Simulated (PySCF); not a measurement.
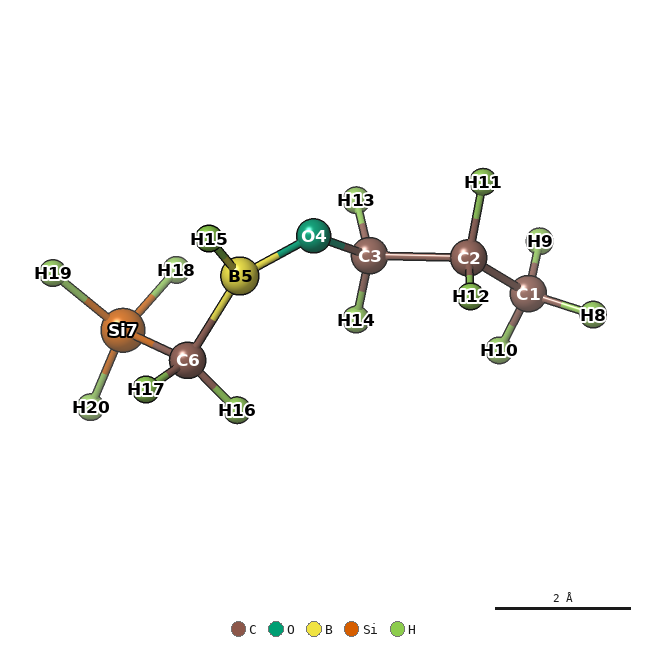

Orthographic view. Depth is shown by fading: the farther an atom, the more it takes the colour of the background. Geometry: a frame of a GFN2-xTB molecular-dynamics simulation, not a minimum.

Write a MOL file (V2000) with the atoms in numerical order, bonds sorted by atom number with the orders drawn, and coordinates in the frame of the picture: x right, y up, z towards the viewer, origin at the mean position.

```
C4H13BOSi
                    3D

 20 19  0  0  0  0  0  0  0  0999 V2000
    3.0800    0.0200   -0.6700 C   0  0  0  0  0  0  0  0  0  0  0  0
    2.1900    0.5600    0.4000 C   0  0  0  0  0  0  0  0  0  0  0  0
    0.7100    0.5900   -0.1200 C   0  0  0  0  0  0  0  0  0  0  0  0
   -0.1200    0.8800    1.0500 O   0  0  0  0  0  0  0  0  0  0  0  0
   -1.2300    0.2900    1.3800 B   0  0  0  0  0  0  0  0  0  0  0  0
   -2.0100   -0.9700    0.7600 C   0  0  0  0  0  0  0  0  0  0  0  0
   -2.9700   -0.5300   -0.9400 Si  0  0  0  0  0  4  0  0  0  0  0  0
    4.0500   -0.2900   -0.2200 H   0  0  0  0  0  0  0  0  0  0  0  0
    3.2500    0.8000   -1.4700 H   0  0  0  0  0  0  0  0  0  0  0  0
    2.6400   -0.8200   -1.2100 H   0  0  0  0  0  0  0  0  0  0  0  0
    2.4000    1.6900    0.7600 H   0  0  0  0  0  0  0  0  0  0  0  0
    2.2200   -0.0200    1.3000 H   0  0  0  0  0  0  0  0  0  0  0  0
    0.5100    1.4200   -0.8700 H   0  0  0  0  0  0  0  0  0  0  0  0
    0.5100   -0.3600   -0.6400 H   0  0  0  0  0  0  0  0  0  0  0  0
   -1.6900    0.8400    2.3000 H   0  0  0  0  0  0  0  0  0  0  0  0
   -1.2700   -1.7200    0.4900 H   0  0  0  0  0  0  0  0  0  0  0  0
   -2.6300   -1.4100    1.5000 H   0  0  0  0  0  0  0  0  0  0  0  0
   -2.1700    0.3800   -1.8100 H   0  0  0  0  0  0  0  0  0  0  0  0
   -4.0200    0.3300   -0.3600 H   0  0  0  0  0  0  0  0  0  0  0  0
   -3.4500   -1.6700   -1.6100 H   0  0  0  0  0  0  0  0  0  0  0  0
  1  2  1  0
  1  8  1  0
  1  9  1  0
  1 10  1  0
  2  3  1  0
  2 11  1  0
  2 12  1  0
  3  4  1  0
  3 13  1  0
  3 14  1  0
  4  5  1  0
  5  6  1  0
  5 15  1  0
  6  7  1  0
  6 16  1  0
  6 17  1  0
  7 18  1  0
  7 19  1  0
  7 20  1  0
M  END
```
